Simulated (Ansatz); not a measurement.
**CH₆ClSi radical (built from SMILES C[SiH2]Cl.[H]): a saddle search**

Does the minimum-mode search get back to a saddle from here?

Program: Ansatz 0.2.0, Gaussian basis. Level of theory: revPBE-D4/def2-SVP, unrestricted. These are calculated values, not measurements.

**1. The starting structure**

The start, a known saddle point with all atoms moved at random by about 0.06 Å a coordinate: 9 atoms, charge 0, spin multiplicity 2.

Atoms are counted from 1 here; the program's logs count them from 0.

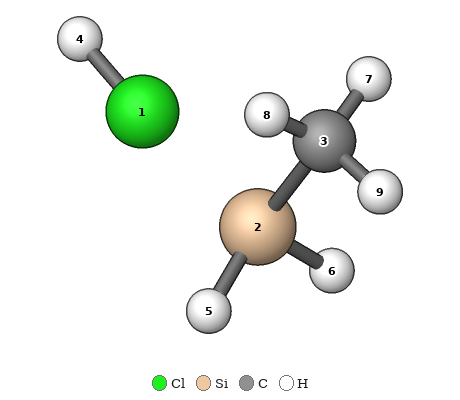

Start geometry, drawn with chlorine green, silicon light orange, carbon grey, hydrogen white; atoms are numbered from 1 in the order of the file.

Coordinates:

```
Cl    1.0924    0.3600    1.9116
Si   -0.2211   -0.8043    0.2559
C    -0.3280    0.4664   -1.2373
H     1.8279    1.1202    2.8277
H     0.3635   -2.0255   -0.2103
H    -1.5738   -1.1429    0.8456
H    -0.8768    1.3898   -0.8795
H     0.6557    0.6320   -1.5775
H    -0.9462   -0.0338   -2.0407
```

**2. The search**

Contents of run/in.yaml:

```yaml
crystal:
  periodic: [false, false, false]
  atoms:
    - {symbol: Cl, position_ang: [1.092379, 0.360001, 1.911631]}
    - {symbol: Si, position_ang: [-0.221064, -0.804303, 0.255900]}
    - {symbol: C, position_ang: [-0.328002, 0.466403, -1.237323]}
    - {symbol: H, position_ang: [1.827857, 1.120241, 2.827706]}
    - {symbol: H, position_ang: [0.363473, -2.025524, -0.210340]}
    - {symbol: H, position_ang: [-1.573846, -1.142893, 0.845590]}
    - {symbol: H, position_ang: [-0.876791, 1.389779, -0.879549]}
    - {symbol: H, position_ang: [0.655681, 0.631995, -1.577473]}
    - {symbol: H, position_ang: [-0.946178, -0.033842, -2.040729]}
basis:
  gaussian: {orbitals: def2-SVP}
magnetization: {spin_polarized: true, initial_magnetization: 1}
hamiltonian: {xc: {name: revPBE}, dispersion: d4}
saddle:
  f_tol: 0.1
  max_steps: 40
  mode_guess:
    - [0.4875, 0.4655, 0.5514]
    - [-0.1644, -0.1724, -0.1677]
    - [-0.0160, -0.0008, -0.0330]
    - [-0.2068, -0.1888, -0.2321]
    - [-0.0096, -0.0708, -0.0537]
    - [-0.0850, -0.0553, -0.0333]
    - [0.0093, 0.0004, 0.0117]
    - [0.0028, -0.0144, -0.0026]
    - [-0.0179, 0.0366, -0.0408]
```

Command:

```
> ansatz run in.yaml --threads 4 --pin off --events-out ev --progress --plain --max-ram 9574MiB
```

Q: Predict the outcome of this session. Wanted: energy change; last largest force; RMSD from the start; RMSD from the known saddle.

**Answer**, as computed:

| quantity | value |
| --- | --- |
| steps | 7 |
| energy change | -22.0 kJ/mol |
| last largest force | 0.0060 eV/Å |
| RMSD from the start | 0.066 Å |
| RMSD from the known saddle | 0.034 Å |

What this shows: It converged in 7 steps at a force tolerance of 0.1 eV/Å. It is back at the known saddle, up to the shift that another level brings.
